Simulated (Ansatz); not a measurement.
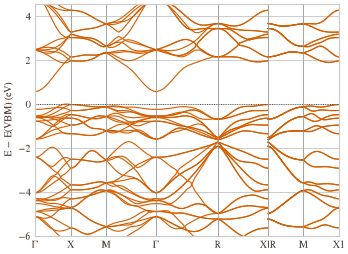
*Band structure from DFT-PBE in the program Ansatz with PAW potentials*

### Question
Read off the gap and where the band edges lie.

### Answer
About 0.6 eV (0.57 eV by a search for the band edges); maximum on the Γ–X line, 89 % of the way from Γ, minimum at Γ.

The material is RuS2 in space group Pa-3 (No. 205; Ru on 4a, S on 8c).

The cell was relaxed with PBE under the symmetry of its start. No spin polarisation was allowed. Scalar-relativistic: spin–orbit coupling is off unless named, which matters more the heavier the elements.

Potentials: the later of the program's two PAW sets.
